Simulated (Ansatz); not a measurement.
# C2H6Cl2Si: how energies converge with the basis set

Aim: see how fast density functionals converge with the basis set for C2H6Cl2Si.

Program: Ansatz 0.2.0, Gaussian basis. Level of theory: one geometry, several basis sets. These are calculated values, not measurements.

The runs, in order: PBE0-D4/def2-SVP; ωB97M-V/def2-SVP; PBE0-D4/def2-QZVPP; ωB97M-V/def2-QZVPP; the functionals' def2-TZVPP values are taken from earlier runs.

**1. Structure used throughout**

The geometry comes from an earlier relaxation with PBE0-D4 in a triple-zeta def2 set; it is a stationary point, not always the lowest conformer.

11 atoms, charge 0, spin multiplicity 1.

Atoms are counted from 1 here; the program's logs count them from 0.

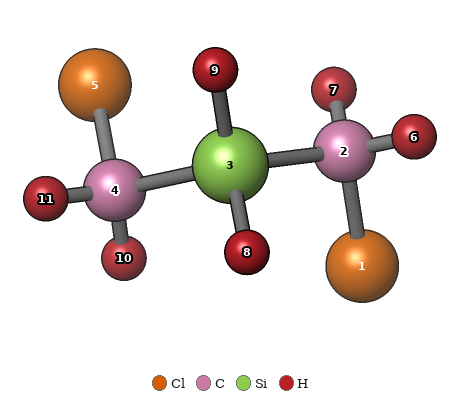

The structure; chlorine orange, carbon pink, silicon green, hydrogen red; atoms are numbered from 1 in the order of the file.

As a file:

```xyz
11
charge 0, multiplicity 1
Cl    2.4535   -0.3447   -0.0457
C     1.1495    0.2554    1.0191
Si   -0.4870   -0.4917    0.4734
C    -0.8415    0.0265   -1.2986
Cl   -0.9478    1.8088   -1.3794
H     1.4069   -0.0194    2.0421
H     1.1375    1.3427    0.9421
H    -0.4010   -1.9738    0.5473
H    -1.5751    0.0014    1.3579
H    -0.0438   -0.2853   -1.9730
H    -1.7858   -0.3768   -1.6646
```

**2. PBE0-D4 in def2-SVP**

Contents of in.yaml:

```yaml
crystal:
  periodic: [false, false, false]
  atoms:
    - {symbol: Cl, position_ang: [2.453473, -0.344658, -0.045743]}
    - {symbol: C, position_ang: [1.149521, 0.255370, 1.019095]}
    - {symbol: Si, position_ang: [-0.487006, -0.491719, 0.473369]}
    - {symbol: C, position_ang: [-0.841500, 0.026529, -1.298615]}
    - {symbol: Cl, position_ang: [-0.947754, 1.808770, -1.379439]}
    - {symbol: H, position_ang: [1.406879, -0.019412, 2.042147]}
    - {symbol: H, position_ang: [1.137497, 1.342718, 0.942067]}
    - {symbol: H, position_ang: [-0.401003, -1.973791, 0.547321]}
    - {symbol: H, position_ang: [-1.575068, 0.001351, 1.357906]}
    - {symbol: H, position_ang: [-0.043808, -0.285347, -1.973022]}
    - {symbol: H, position_ang: [-1.785828, -0.376810, -1.664587]}
basis:
  gaussian: {orbitals: def2-SVP}
hamiltonian: {xc: pbe0, dispersion: d4}
output: {orbitals: {seedname: orbitals}}
```

Started as:

```sh
ansatz run in.yaml --threads 4 --pin off --events-out ev --progress --plain --max-ram 10444MiB
```

What it wrote:

```text
Functional definition: PBE0
  name "PBE0"
  cite "Adamo & Barone, J. Chem. Phys. 110, 6158 (1999) doi:10.1063/1.478522"
  cite "Perdew, Burke & Ernzerhof, Phys. Rev. Lett. 77, 3865 (1996) doi:10.1103/PhysRevLett.77.3865"
  parent pbe
  parameter a = 0.25
  parameter kappa = 0.804
  parameter beta = 0.06672455060314922
  exchange = (1 - a)*pbe_x(kappa = kappa, mu = beta*pi^2/3) + a*exact_x
  correlation = pbe_c(beta = beta)
1090 factors; integrals over basis functions are off by at most 1.4e-3 eV
mean field evaluation 1: about -35064.8900 eV, gradient 4.0e1 eV
mean field evaluation 2: about -35063.1198 eV, gradient 4.6e1 eV
mean field evaluation 4: about -35068.6367 eV, gradient 7.4e-1 eV
mean field evaluation 8: about -35068.7980 eV, gradient 3.9e-2 eV
mean field evaluation 16: about -35068.7980 eV, gradient 5.0e-5 eV
mean field -35068.79797753 eV, -1288.7545551890 hartree, gradient 5.0e-5 eV, S^2 0.000000; 0 other end points of the search recorded, 0 dependent functions left out
reference -35068.79800397 eV, -1288.7545561607 hartree; 33, 33 occupied and 79, 79 virtual orbitals, 1090 factors
Total energy: -35069.05211245 eV, -1288.7638944751 hartree
```

Wall time 1.4 s (4 threads of Intel Xeon Platinum 8259CL at 2.50GHz, shared host).

**3. ωB97M-V in def2-SVP**

Edit in.yaml of step 2 so:

```diff
@@ -16,3 +16,3 @@
   gaussian: {orbitals: def2-SVP}
-hamiltonian: {xc: pbe0, dispersion: d4}
+hamiltonian: {xc: {name: wB97M-V}}
 output: {orbitals: {seedname: orbitals}}
```

Launched as before.

What it wrote (excerpt; [...] marks lines left out):

```text
Functional definition: wB97M-V
  name "wB97M-V"
  cite "Mardirossian & Head-Gordon, J. Chem. Phys. 144, 214110 (2016) doi:10.1063/1.4952647"
  cite "Becke, J. Chem. Phys. 107, 8554 (1997) doi:10.1063/1.475007"
  cite "Vydrov & Van Voorhis, J. Chem. Phys. 133, 244103 (2010) doi:10.1063/1.3521275"
  # Of w^i u^j: cxij and so on, Table III.
[...]
  gx(w, u) = 1 - cx + cx01*u + cx10*w
  gss(w, u) = css00 + css04*u^4 + css10*w + css20*w^2 + css43*w^4*u^3
  gos(w, u) = cos00 + cos10*w + (cos20 + cos21*u)*w^2 + (cos60 + cos61*u)*w^6
[...]
      + integral(e_c_pw_mod_opposite_spin*gos(b97_w_opposite, b97_u_opposite)) + vv10(b, c)
1090 factors; integrals over basis functions are off by at most 1.4e-3 eV
319 factors; integrals over basis functions are off by at most 5.6e-6 eV
[...]
mean field -35079.88761590 eV, -1289.1620918825 hartree, gradient 2.4e-5 eV, S^2 0.000000; 0 other end points of the search recorded, 0 dependent functions left out
reference -35079.88765478 eV, -1289.1620933111 hartree; 33, 33 occupied and 79, 79 virtual orbitals, 1090 factors
Total energy: -35079.88765478 eV, -1289.1620933111 hartree
```

Wall time 4.4 s (4 threads of Intel Xeon Platinum 8259CL at 2.50GHz, shared host).

**4. PBE0-D4 in def2-QZVPP**

Edit in.yaml of step 3 so:

```diff
@@ -15,4 +15,4 @@
 basis:
-  gaussian: {orbitals: def2-SVP}
-hamiltonian: {xc: {name: wB97M-V}}
+  gaussian: {orbitals: "def2-QZVPP.json"}
+hamiltonian: {xc: pbe0, dispersion: d4}
 output: {orbitals: {seedname: orbitals}}
```

Launched as before.

What it wrote:

```text
Functional definition: PBE0
  name "PBE0"
  cite "Adamo & Barone, J. Chem. Phys. 110, 6158 (1999) doi:10.1063/1.478522"
  cite "Perdew, Burke & Ernzerhof, Phys. Rev. Lett. 77, 3865 (1996) doi:10.1103/PhysRevLett.77.3865"
  parent pbe
  parameter a = 0.25
  parameter kappa = 0.804
  parameter beta = 0.06672455060314922
  exchange = (1 - a)*pbe_x(kappa = kappa, mu = beta*pi^2/3) + a*exact_x
  correlation = pbe_c(beta = beta)
1835 factors; their error is unknown
mean field evaluation 1: about -35076.8280 eV, gradient 5.6e1 eV
mean field evaluation 2: about -35071.4487 eV, gradient 7.0e1 eV
mean field evaluation 4: about -35083.7980 eV, gradient 1.9e0 eV
mean field evaluation 8: about -35083.8366 eV, gradient 3.1e-2 eV
mean field -35083.83661352 eV, -1289.3072148684 hartree, gradient 2.2e-5 eV, S^2 0.000000; 0 other end points of the search recorded, 0 dependent functions left out
reference -35083.83665361 eV, -1289.3072163414 hartree; 33, 33 occupied and 471, 471 virtual orbitals, 1835 factors
Total energy: -35084.09076209 eV, -1289.3165546558 hartree
```

It took 11 s on 4 threads of Intel Xeon Platinum 8259CL at 2.50GHz, shared host; peak memory 2.3 GiB.

**5. ωB97M-V in def2-QZVPP**

Edit in.yaml of step 4 so:

```diff
@@ -16,3 +16,3 @@
   gaussian: {orbitals: "def2-QZVPP.json"}
-hamiltonian: {xc: pbe0, dispersion: d4}
+hamiltonian: {xc: {name: wB97M-V}}
 output: {orbitals: {seedname: orbitals}}
```

Launched as before.

What it wrote (excerpt; [...] marks lines left out):

```text
Functional definition: wB97M-V
  name "wB97M-V"
  cite "Mardirossian & Head-Gordon, J. Chem. Phys. 144, 214110 (2016) doi:10.1063/1.4952647"
  cite "Becke, J. Chem. Phys. 107, 8554 (1997) doi:10.1063/1.475007"
  cite "Vydrov & Van Voorhis, J. Chem. Phys. 133, 244103 (2010) doi:10.1063/1.3521275"
  # Of w^i u^j: cxij and so on, Table III.
[...]
  gx(w, u) = 1 - cx + cx01*u + cx10*w
  gss(w, u) = css00 + css04*u^4 + css10*w + css20*w^2 + css43*w^4*u^3
  gos(w, u) = cos00 + cos10*w + (cos20 + cos21*u)*w^2 + (cos60 + cos61*u)*w^6
[...]
      + integral(e_c_pw_mod_opposite_spin*gos(b97_w_opposite, b97_u_opposite)) + vv10(b, c)
1783 factors; their error is unknown
380 factors; integrals over basis functions are off by at most 2.3e-5 eV
[...]
mean field -35094.93878772 eV, -1289.7152122447 hartree, gradient 4.2e-5 eV, S^2 0.000000; 0 other end points of the search recorded, 0 dependent functions left out
reference -35094.93885093 eV, -1289.7152145677 hartree; 33, 33 occupied and 471, 471 virtual orbitals, 1783 factors
Total energy: -35094.93885093 eV, -1289.7152145677 hartree
```

Wall time 22 s (4 threads of Intel Xeon Platinum 8259CL at 2.50GHz, shared host); peak memory 2.7 GiB.

**6. Functionals by basis**

The def2-TZVPP values come from earlier runs at the same geometry.

| functional | basis | functions | energy (eV) | from the largest (eV) | HOMO (eV) | LUMO (eV) |
| --- | --- | --- | --- | --- | --- | --- |
| PBE0-D4 | def2-SVP | 112 | -35069.0521 | 15.039 | -7.99 | 0.46 |
| PBE0-D4 | def2-TZVPP | 272 | -35082.9579 | 1.133 | -8.13 | -0.07 |
| PBE0-D4 | def2-QZVPP | 504 | -35084.0908 | 0.000 | -8.16 | -0.25 |
| ωB97M-V | def2-SVP | 112 | -35079.8877 | 15.051 | -10.21 | 2.49 |
| ωB97M-V | def2-TZVPP | 272 | -35093.8585 | 1.080 | -10.38 | 1.68 |
| ωB97M-V | def2-QZVPP | 504 | -35094.9389 | 0.000 | -10.42 | 1.26 |

**7. What came out**

| quantity | value |
| --- | --- |
| PBE0-D4: double and triple zeta above quadruple | 15.04, 1.13 eV |
| ωB97M-V: double and triple zeta above quadruple | 15.05, 1.08 eV |

What this shows: For PBE0-D4 the step from double to triple zeta gains 13.91 eV and the next only 1.13 eV. Total energies overstate the basis error of differences, where much of it tends to cancel. The LUMO of ωB97M-V is positive and keeps falling with the basis (2.49 to 1.26 eV): an unbound level that the basis holds in place.

For PBE0-D4 the largest set took about 8 times as long as the smallest (11 s against 1.4 s).
